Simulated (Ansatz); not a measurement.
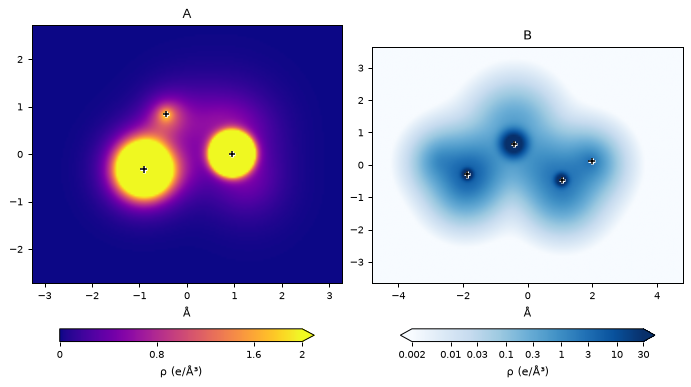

The electron density of 2 systems, each on a plane through atoms (crosses mark nuclei in the plane).

All numbers below come from RKS PBE0-D4/def2-TZVPP (Ansatz).

System 1: H₄OSi, the plane of atoms Si1, O2 and H3. A transition-state structure; geometry: PBE0-D4/def2-TZVP.

```xyz
6

Si   -0.8170    0.0793   -0.0424
O     1.0069   -0.2829   -0.4232
H     0.1078   -1.1448   -0.5905
H    -0.7801    0.4453    1.4114
H    -1.0406    1.3932   -0.7224
H     1.5229   -0.4900    0.3670
```

System 2: CH₇NSi, the plane of atoms N2, Si1 and C3. The reactant side of a reaction path; geometry: PBE0-D4/def2-TZVP.

```xyz
10

Si   -0.4516    0.1444    0.4748
N     0.7418    1.3879    0.4199
C     0.0014   -1.2081   -0.7258
H     0.9794   -1.6305   -0.4863
H    -1.8413    0.5979    0.1529
H    -0.4691   -0.3498    1.8788
H     0.9369    1.8550   -0.4516
H     0.8062    2.0379    1.1870
H    -0.7404   -2.0104   -0.7002
H     0.0370   -0.8244   -1.7492
```

Q: Which map belongs to which system?

A: Panel A is system 1, H₄OSi: the plane holds Si, O and H. O2···H3 (1.26 Å): the density falls to about 1.1 e/Å³ on the way. Panel B is system 2, CH₇NSi: the plane holds Si, N, C and H. Si–N (1.72 Å): ρ is about 1.1 e/Å³ halfway.
